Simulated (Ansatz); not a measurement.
NbSi₂ (CrSi2 type, space group P6_222)

```
NbSi2
1.0
    4.81046     0.00000     0.00000
   -2.40523     4.16598     0.00000
    0.00000     0.00000     6.61846
Nb Si
3 6
Direct
  0.50000   0.00000   0.00000
  0.50000   0.50000   0.33333
  0.00000   0.50000   0.66667
  0.15931   0.31861   0.00000
  0.84069   0.15931   0.33333
  0.68139   0.84069   0.66667
  0.84069   0.68139   0.00000
  0.15931   0.84069   0.33333
  0.31861   0.15931   0.66667
```

The atoms are displaced by Q × the pattern below (from a DFPT mode at Γ, largest move 1; Q in Å), at fixed cell.

```json
[
 {"atom": "Nb1", "x": "-0.298", "y": "0.000", "z": "0.000"},
 {"atom": "Nb2", "x": "0.149", "y": "0.258", "z": "0.000"},
 {"atom": "Nb3", "x": "0.149", "y": "-0.258", "z": "0.000"},
 {"atom": "Si4", "x": "-0.014", "y": "0.000", "z": "-1.000"},
 {"atom": "Si5", "x": "0.007", "y": "0.012", "z": "1.000"},
 {"atom": "Si6", "x": "0.007", "y": "-0.012", "z": "-1.000"},
 {"atom": "Si7", "x": "-0.014", "y": "0.000", "z": "1.000"},
 {"atom": "Si8", "x": "0.007", "y": "0.012", "z": "-1.000"},
 {"atom": "Si9", "x": "0.007", "y": "-0.012", "z": "1.000"}
]
```

Computed with PBE (plane waves to 420 eV, PAW, scalar-relativistic; Ansatz, an electronic-structure program). k mesh 11×11×7 (Γ-centred), Fermi-Dirac smearing 0.05 eV. Energies are smeared free energies. With partly filled bands, energies and forces of such displacements shift with the k mesh and the smearing. NbSi2 is run without spin polarisation. NbSi2 was relaxed with its symmetry unable to fall. The zero of ΔE is the undisplaced structure.

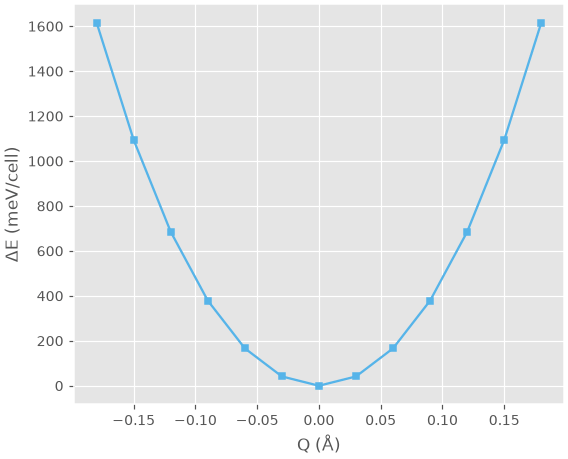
ΔE (meV/cell) against Q (Å); one marker a computed point.

What is the energy change at Q = 0.180 Å?

About 1600 meV/cell.

What harmonic wavenumber does the curvature at Q = 0 give?

About 360 cm⁻¹.

(A displaced cell: forces are minus the slopes of the energy, force constants its curvatures, and phonons follow from these.)
